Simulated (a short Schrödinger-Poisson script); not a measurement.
Structure: MOS inversion layer, Al2O3 on p-type In0.53Ga0.47As, at 400 K.

| layer | material | thickness (nm) | Na (cm⁻³) |
|---|---|---|---|
| 1 | Al2O3 | 4.4 | - |
| 2 | In0.53Ga0.47As | 260 | 1.2e18 |

The device is made up for the run: typed textbook-type constants, with dimensions and the other settings drawn at random. Al2O3: permittivity 9, conduction-band edge (eV) 3.16, gap (eV) 6.8, electron mass (mₑ) 0.3. In0.53Ga0.47As: permittivity 13.9, conduction-band edge (eV) 0, gap (eV) 0.74, Nv at 300 K (cm⁻³) 7.7e18.

Channel valleys (confinement mass, in-plane density-of-states mass, number): Γ 0.041, 0.041, 1. At the gate the conduction-band edge of layer 1 lies 3.49 eV − eVg above the Fermi level of the channel; the field vanishes at the back. Gaps are held at their typed values at every temperature. Mesh 0.03 nm at interfaces.

From a short Schrödinger-Poisson script (our own, NumPy): 1D Poisson equation in equilibrium, electrons quantum, Hartree (BenDaniel-Duke, 12 states a valley, the channel's in-plane mass for all, wave functions free to enter the dielectric), parabolic valleys, classical holes, full ionisation, no traps, pinning or gate leakage.

Only gate voltages with over 1e8 electrons/cm² are shown.

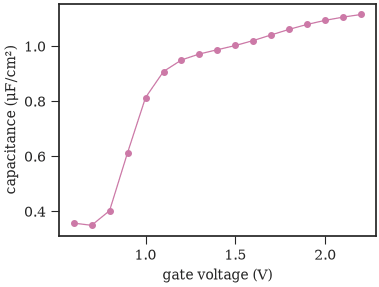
Fig. 1. Quasi-static capacitance against gate voltage

```tsv
Vg (V)	electrons (cm⁻²)	C (μF/cm²)	Γ E0 (meV)	Γ E1 (meV)
0.6	5.74e8	0.357	239.3	418.5
0.8	3.42e10	0.403	97.3	298.4
1	5.24e11	0.813	-12.1	206.0
1.2	1.50e12	0.950	-84.1	148.3
1.4	2.59e12	0.987	-148.6	97.4
1.6	3.73e12	1.02	-210.3	49.7
1.8	4.94e12	1.06	-268.1	7.6
2	6.22e12	1.09	-321.9	-28.6
2.2	7.55e12	1.12	-373.2	-61.4
```

Subbands count from the Fermi level.

Above a few 1e12 electrons/cm² a light Γ valley is non-parabolic and upper valleys begin to fill, which the model leaves out.
